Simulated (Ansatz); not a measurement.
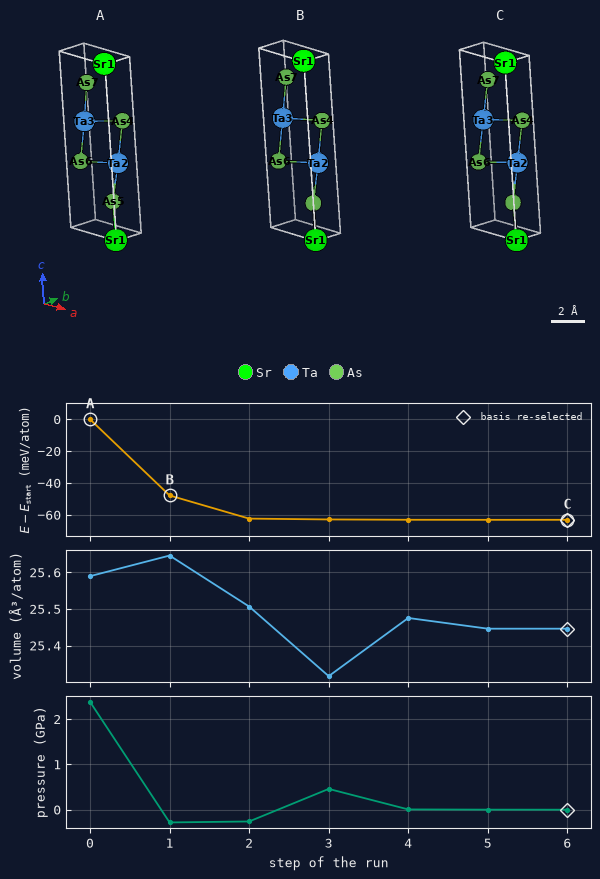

Frames of a relaxation of crystalline SrTa$_{2}$As$_{4}$ (built on the MgIn2Se4-166 type type), marked on the history of the run. A ball-and-stick model of the cell of the calculation, reduced to other axes, seen slightly off an axis. Lengths and directions refer to the drawn axes.

Case: shaken.

Computed with Ansatz, DFT, PBEsol, plane waves, PAW. (plane-wave cutoff 420 eV; k-point mesh 6 × 6 × 6; occupations fermi dirac; smearing width 0.05 eV; no spin polarisation; cell and atoms relaxed; force threshold 0.01 eV/Å; at most 120 steps)

> What happens along the run?

The energy falls by 63.0 meV per atom in 5 accepted moves (6 points after the start). The largest force component goes from 1.6 to 0.0049 eV/Å. The pressure goes from 2.38 to 0.00 GPa. The SCF was repeated once at an unchanged geometry on a basis and grid sized afresh for the cell, which shifted the energy by less than 0.05 meV per atom at most. The atom that moves furthest relative to the cell is As7 (0.15 Å roughly along [1 3 1]). By element the largest moves are As 0.15 Å, Sr 0.13 Å, Ta 0.10 Å. The volume changes by −0.6 %, with a 4.337 → 4.321 Å (−0.4 %), b 4.345 → 4.321 Å (−0.6 %), c 11.201 → 11.296 Å (+0.8 %), α 100.6° → 101.0°, β 90.4° → 90.0°, γ 119.7° → 120.0°. Among the contacts that change: Sr1–As7 3.358 → 3.136 Å, Ta3–As6 2.477 → 2.613 Å, Ta3–As4 2.647 → 2.519 Å, Sr1–As5 3.241 → 3.136 Å. Bond angles that change, for instance: As5–Sr1–As7 98.4° → 92.9°, As5–Sr1–As7 175.1° → 180.0°, As4–Ta3–As4 113.4° → 118.1°. The space group (tolerance 0.01 Å) goes from P1 (No. 1) to R-3m (No. 166). The run took 3.1 min on 4 threads of Arm Neoverse V1, on a shared host, peak memory 1.1 GiB. From step 0 to 1: As7 moves most (0.20 Å), volume +0.2 %, energy −47.7 meV per atom. From step 1 to 6: As7 moves most (0.09 Å), volume −0.8 %, energy −15.3 meV per atom.
